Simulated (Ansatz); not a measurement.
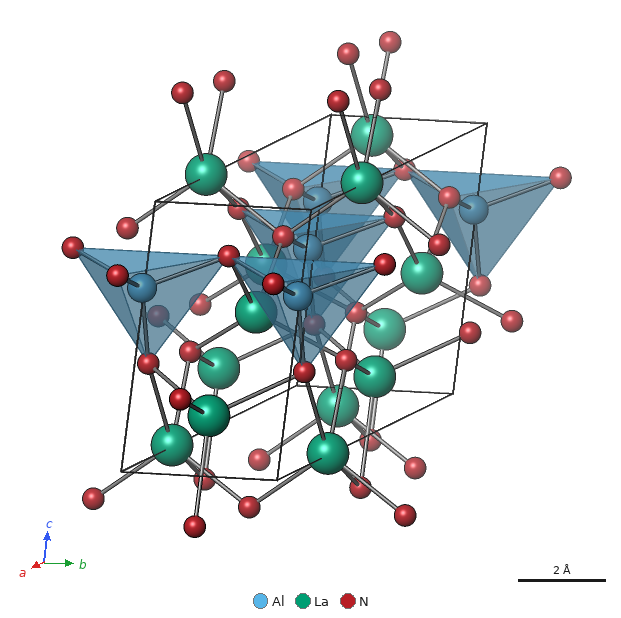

This polyhedral model is shown slightly off an axis. Lines trace the edges of the conventional unit cell. Some neighbours outside the box are added.

La$_{3}$AlN$_{4}$, space group Cm (No. 8), a = 12.904 Å, b = 3.780 Å, c = 6.429 Å, α = 90.00°, β = 112.90°, γ = 90.00°. The structure was taken from a structure type filled with these elements by a generator (whether the compound takes this form wasn't checked). Earlier steps of the study, as a rule a relaxation of our own, may have changed the cell and positions, so they can lie some per cent off the listed ones. A calculation with Ansatz used it as input.

This one geometry was computed with Ansatz (DFT, plane waves, PAW) at five levels of theory: r2SCAN, PBE0, PBE, PBE with spin-orbit coupling and HSE06. It was relaxed beforehand with r2SCAN.

Which level gives the highest pressure at this volume, and what does that say about its equilibrium volume?

Highest: PBE (1.1 GPa) and PBE with spin-orbit coupling (1.0 GPa), which points to the largest equilibrium volume. Lowest, with the smallest volume: PBE0 (-0.8 GPa) and HSE06 (-0.9 GPa). Levels within 0.5 GPa of each other can't be told apart.

How does the band gap change with the level of theory?

PBE with spin-orbit coupling: a gap of 0.53 eV, indirect; PBE: a gap of 0.56 eV, indirect; r2SCAN: a gap of 0.85 eV, indirect; HSE06: a gap of 1.44 eV, indirect; PBE0: a gap of 2.12 eV, indirect.

Collect the results in a table.

| level | cutoff (eV) | k-mesh of the run's cell | gap (eV) | pressure (GPa) |
| --- | --- | --- | --- | --- |
| r2SCAN | 500 | 8×8×4 | 0.85 | 0.0 |
| PBE0 | 420 | 4×4×4 | 2.12 | -0.8 |
| PBE | 420 | 8×8×4 | 0.56 | 1.1 |
| PBE with spin-orbit coupling | 420 | 8×8×4 | 0.53 | 1.0 |
| HSE06 | 420 | 4×4×4 | 1.44 | -0.9 |

Gaps are taken on the k-mesh or band path of each run.
